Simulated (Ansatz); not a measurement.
**CH$_{4}$Si$_{2}$ (SMILES C1[Si][SiH2]1): density, localisation and related maps**

| atom | x (Å) | y (Å) | z (Å) |
| --- | --- | --- | --- |
| C | 0.8677 | 0.0487 | 0.0779 |
| Si | -0.9026 | -0.2842 | 0.5557 |
| Si | 0.8824 | -1.7805 | 0.6703 |
| H | 1.5373 | 0.7883 | 0.5124 |
| H | -1.3627 | 0.3291 | 1.8258 |
| H | 0.9925 | 0.0446 | -1.0132 |
| H | -1.8970 | -0.1914 | -0.5393 |

Geometry: PBE0-D4/def2-TZVP.

All numbers below come from Ansatz, isolated molecule in a Gaussian basis; Kohn-Sham density functional theory, functional PBE0.

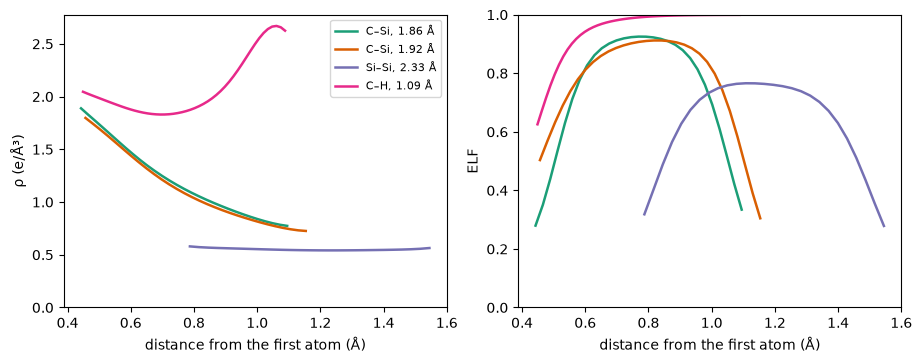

Figure 1. Total electron density and ELF along straight lines between neighbouring atoms. The curves leave out the atomic cores.

> Compare the contacts.

C–Si (1.86 Å): ρ at the midpoint is about 0.91 e/Å³; the ELF peaks at about 0.95 between the atoms, as expected for localised, covalent bonding.
C–Si (1.92 Å): ρ is about 0.85 e/Å³ halfway; the ELF peaks at about 0.90 between the atoms: a covalent bond.
Si–Si (2.33 Å): the density is about 0.54 e/Å³ at the midpoint; the ELF peaks at about 0.75 between the atoms, as expected for localised, covalent bonding.
C–H (1.09 Å): the density is about 1.9 e/Å³ at the midpoint; the ELF climbs to about 1 towards the hydrogen, as it does in any bond to H (a covalent bond by its length).

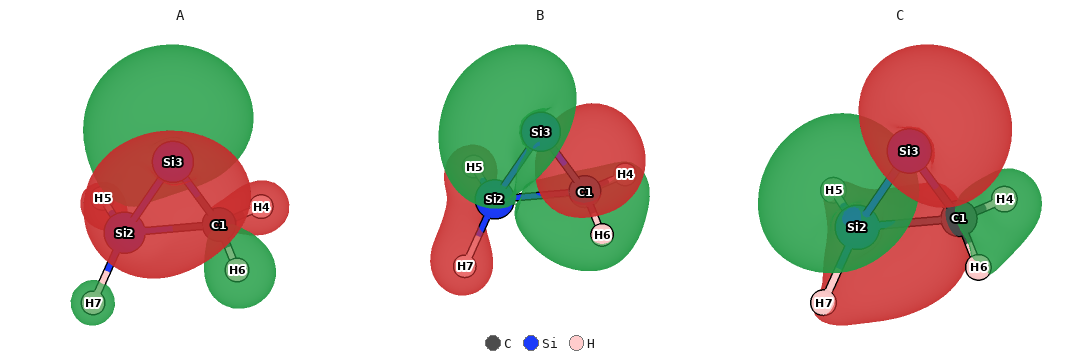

Figure 2. Three frontier orbitals at ±0.08 Å⁻³ᐟ² (green and red are the two phases), in no order.

> Which picture is the HOMO−1, the HOMO and the LUMO?

B is the HOMO−1 (−7.20 eV). Its weight (Hirshfeld) is mainly on Si3 (about 45 %), C1 (about 35 %) and Si2 (about 10 %). C is the HOMO (−5.97 eV). It lies mainly on Si3 (about 45 %), Si2 (about 35 %) and C1 (about 10 %). A is the LUMO (−3.01 eV). By Hirshfeld shares it lies mainly on Si3 (about 75 %) and C1 (about 5 %).

> What is the HOMO–LUMO gap?

2.96 eV between the orbital energies.
